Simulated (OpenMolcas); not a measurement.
Multiconfigurational calculation: Mo³⁺ complex (part 2 of 2)

Continued. System: Mo³⁺ with 6 ligands (Cl; octahedron, 2.45 Å), neutralised by 6 outer point charges of +0.5 e, whose field is part of the energies. Method: state-averaged CASSCF, active space 3 electrons in the shell 4d, basis ANO-RCC-VTZP on the metal and ANO-RCC-VDZP on the ligands, DKH2 scalar Hamiltonian, spin-orbit coupling by RASSI with atomic mean-field integrals (OpenMolcas).

Log (extracts), continued:
```
--- RASSI ---
SPIN-FREE ENERGIES:
  (Shifted by EMIN (a.u.) =      -6812.4279913180)

 SF State       Relative EMIN(au)   Rel lowest level(eV)    D:o, cm**(-1)

     1             0.0000000000        0.0000000000              0.0000
    11             0.0620205013        1.6876638174          13611.9267
    12             0.0620205013        1.6876638174          13611.9267
    13             0.0647347426        1.7615220841          14207.6338
    14             0.0647347426        1.7615220841          14207.6338
    15             0.0647347426        1.7615220841          14207.6338
     2             0.0806858205        2.1955730250          17708.4907
     3             0.0806858205        2.1955730250          17708.4907
     4             0.0806858205        2.1955730250          17708.4907
    16             0.0939757093        2.5572093224          20625.2841
    17             0.0939757093        2.5572093224          20625.2841
    18             0.0939757093        2.5572093224          20625.2841
     5             0.1111361864        3.0241696944          24391.5735
     6             0.1111361871        3.0241697135          24391.5737
     7             0.1111361871        3.0241697135          24391.5737
    19             0.1307528844        3.5579672399          28696.9411
    20             0.1366410252        3.7181917134          29989.2386
    21             0.1366410252        3.7181917134          29989.2386
    22             0.1366410252        3.7181917134          29989.2386
    23             0.1409936463        3.8366325666          30944.5285
    24             0.1409936463        3.8366325666          30944.5285
    25             0.1409936463        3.8366325666          30944.5285
    26             0.1486532984        4.0450623208          32625.6279
    27             0.1486532984        4.0450623208          32625.6279
    28             0.1590993596        4.3293141243          34918.2733
    29             0.1590993596        4.3293141243          34918.2733
    30             0.1590993596        4.3293141243          34918.2733
    10             0.1768108499        4.8112683281          38805.4961
     9             0.1768108499        4.8112683281          38805.4961
     8             0.1768108499        4.8112683281          38805.4961
    31             0.1821614874        4.9568665933          39979.8253
    32             0.1821614874        4.9568665933          39979.8253
    33             0.1821614879        4.9568666070          39979.8254
    34             0.1887164232        5.1352354838          41418.4674
    35             0.2172661718        5.9121137195          47684.4130
    36             0.2172661718        5.9121137195          47684.4130
    37             0.2172661718        5.9121137195          47684.4130
    38             0.2215556925        6.0288375231          48625.8539
    39             0.2215556925        6.0288375231          48625.8539
    40             0.2215556925        6.0288375231          48625.8539
Eigenvalues of complex Hamiltonian:
   -----------------------------------
  (Shifted by EMIN (a.u.) =      -6812.4279913180)

 SO State       Relative EMIN(au)   Rel lowest level(eV)    D:o, cm**(-1)

     1            -0.0004071825        0.0000000000              0.0000
     2            -0.0004071825        0.0000000000              0.0000
     3            -0.0004071825        0.0000000000              0.0000
     4            -0.0004071825        0.0000000000              0.0000
     5             0.0610021634        1.6710334294          13477.7935
     6             0.0610021634        1.6710334294          13477.7935
     7             0.0610021634        1.6710334292          13477.7935
     8             0.0610021634        1.6710334292          13477.7935
     9             0.0636900395        1.7441742637          14067.7142
    10             0.0636900395        1.7441742637          14067.7142
    11             0.0636900395        1.7441742655          14067.7142
    12             0.0636900395        1.7441742655          14067.7142
    13             0.0646751995        1.7709818329          14283.9318
    14             0.0646751995        1.7709818329          14283.9318
    15             0.0790729967        2.1627658535          17443.8830
    16             0.0790729967        2.1627658535          17443.8830
    17             0.0797605245        2.1814744378          17594.7779
    18             0.0797605245        2.1814744378          17594.7779
    19             0.0797605245        2.1814744390          17594.7779
    20             0.0797605245        2.1814744390          17594.7779
    21             0.0816102426        2.2318078324          18000.7441
    22             0.0816102426        2.2318078324          18000.7441
    23             0.0816556809        2.2330442712          18010.7167
    24             0.0816556809        2.2330442727          18010.7167
    25             0.0816556809        2.2330442712          18010.7167
    26             0.0816556809        2.2330442727          18010.7167
    27             0.0937391626        2.5618525596          20662.7344
    28             0.0937391626        2.5618525596          20662.7344
    29             0.0937391627        2.5618525613          20662.7344
    30             0.0937391627        2.5618525613          20662.7344
    31             0.0944430484        2.5810062686          20817.2195
    32             0.0944430484        2.5810062686          20817.2195
    33             0.1110724153        3.0335143930          24466.9436
    34             0.1110724153        3.0335143930          24466.9436
    35             0.1112565723        3.0385255598          24507.3614
    36             0.1112565723        3.0385255598          24507.3614
    37             0.1112565727        3.0385255716          24507.3615
    38             0.1112565727        3.0385255716          24507.3615
    39             0.1114505325        3.0438034855          24549.9307
    40             0.1114505325        3.0438034855          24549.9307
    41             0.1115254018        3.0458407831          24566.3627
Weights of the five most important spin-orbit-free states for each spin-orbit state.

 SO State  Total energy (au)           Spin-free states, spin, and weights
 -------------------------------------------------------------------------------------------------------
    1        -0.000407       1 1.5  0.9955    4 1.5  0.0014   18 0.5  0.0007    3 1.5  0.0007   16 0.5  0.0006
    2        -0.000407       1 1.5  0.9955    3 1.5  0.0012    2 1.5  0.0012   17 0.5  0.0008   18 0.5  0.0005
    3        -0.000407       1 1.5  0.9955    2 1.5  0.0012    3 1.5  0.0010   17 0.5  0.0007   16 0.5  0.0005
    4        -0.000407       1 1.5  0.9955    4 1.5  0.0013   16 0.5  0.0007    2 1.5  0.0006    3 1.5  0.0005
    5         0.061002      12 0.5  0.7880   11 0.5  0.1710    3 1.5  0.0187    2 1.5  0.0083    4 1.5  0.0046
    6         0.061002      12 0.5  0.7880   11 0.5  0.1710    3 1.5  0.0187    2 1.5  0.0083    4 1.5  0.0046
    7         0.061002      11 0.5  0.7880   12 0.5  0.1710    4 1.5  0.0165    2 1.5  0.0127    3 1.5  0.0024
    8         0.061002      11 0.5  0.7880   12 0.5  0.1710    4 1.5  0.0165    2 1.5  0.0127    3 1.5  0.0024
    9         0.063690      13 0.5  0.4699   15 0.5  0.4408   14 0.5  0.0636   16 0.5  0.0075    3 1.5  0.0033
   10         0.063690      13 0.5  0.4699   15 0.5  0.4408   14 0.5  0.0636   16 0.5  0.0075    3 1.5  0.0033
   11         0.063690      14 0.5  0.5860   15 0.5  0.2087   13 0.5  0.1796   18 0.5  0.0059   17 0.5  0.0054
   12         0.063690      14 0.5  0.5860   15 0.5  0.2087   13 0.5  0.1796   18 0.5  0.0059   17 0.5  0.0054
```

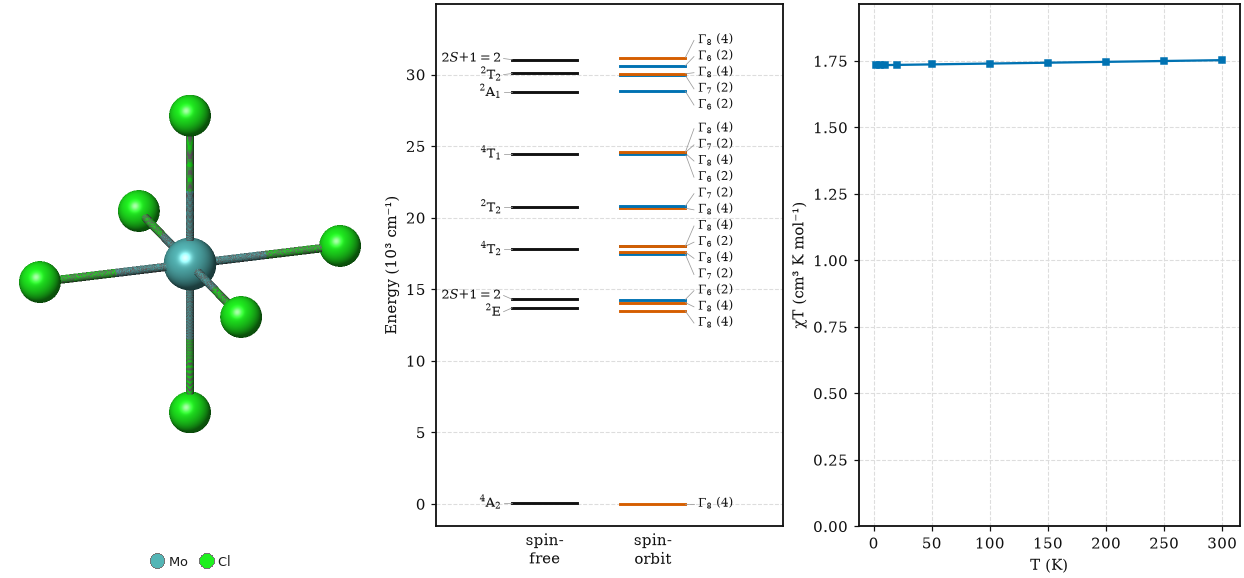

Fig. 2: Mo³⁺ (4d³) with 6 ligands, Cl⁻, at 2.45 Å (arrangement: octahedron, Oh), neutralised by outer point charges of +0.5 e, and its levels and susceptibility. Labels give the representation in O, Td, D4 or D3 as the site allows (double group for half-integer spin) where it could be assigned and, in brackets, the degeneracy; spin-free states, where drawn, share the zero of the spin-orbit levels. Powder susceptibility by Van Vleck's formula. The ground level is Γ₈, 4-fold degenerate, 100 % from states of spin multiplicity 4. The next level lies at 13,500 cm⁻¹ (Γ₈). The lowest spin-free state is ⁴A₂; of the same spin there follow at 17,700 cm⁻¹ (⁴T₂) and 24,400 cm⁻¹ (⁴T₁) above it. χT is 1.73 cm³ K mol⁻¹ at 2 K and 1.75 at 300 K, an effective moment of 3.74 μB. The active orbitals hold 79 to 93 % metal character (Löwdin), and the Mulliken charge of the metal is +1.38.

Outcome of the run: converged.
